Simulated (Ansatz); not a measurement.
System: C3H4FIn.

```yaml
atoms:
  - { symbol: C, position_ang: [-2.1835, 1.6595, 1.4579] }
  - { symbol: C, position_ang: [-1.3393, 1.1756, 0.7162] }
  - { symbol: In, position_ang: [0.1070, 0.3101, -0.5200] }
  - { symbol: C, position_ang: [1.3283, -1.4407, -0.4196] }
  - { symbol: F, position_ang: [0.3782, 1.4037, -2.1371] }
  - { symbol: H, position_ang: [-2.9277, 2.0942, 2.1031] }
  - { symbol: H, position_ang: [0.7740, -2.2705, 0.0402] }
  - { symbol: H, position_ang: [2.2144, -1.2198, 0.1938] }
  - { symbol: H, position_ang: [1.6486, -1.7123, -1.4345] }
```

Core potentials replace the inner electrons of In.

Theory: Ansatz, RKS r2SCAN-D4/def2-SVP.

Question: What will maps of the electron density and electron localisation function show?

Answer: C–C (1.22 Å): ρ at the midpoint is about 2.6 e/Å³; the ELF peaks at about 0.85 between the atoms: a short, multiple covalent bond.
In–F (1.97 Å): ρ is about 0.68 e/Å³ halfway; the ELF peaks at about 0.80 in the valence shell of F, 0.5 Å from its nucleus, and drops to about 0.10 between the two atoms.
C–In (2.09 Å): ρ is about 0.68 e/Å³ halfway; the ELF peaks at about 0.90 in the valence shell of C, 0.7 Å from its nucleus, and drops to about 0.15 between the two atoms.
C–H (1.08 Å): ρ at the midpoint is about 2 e/Å³; the ELF climbs to about 1 towards the hydrogen, as it does in any bond to H; a covalent bond by its length.

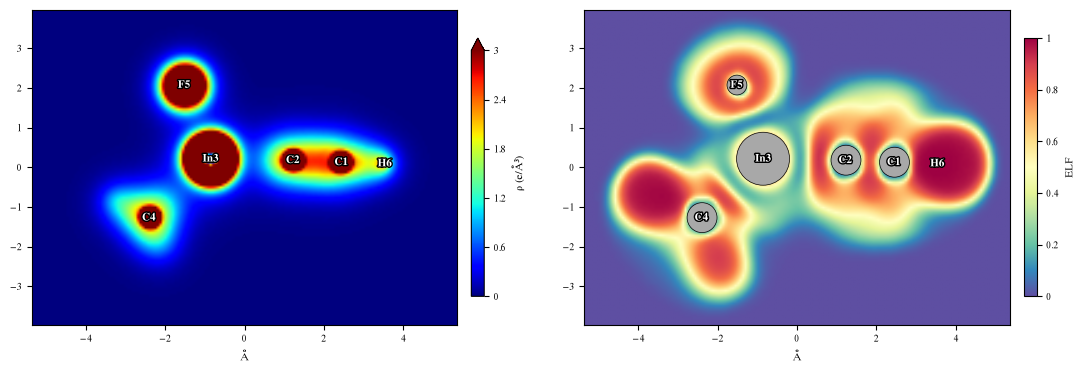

Computed electron density and electron localisation function on the plane of atoms C2, In3 and F5, in this order. Grey discs cover the atomic cores in the ELF map. 
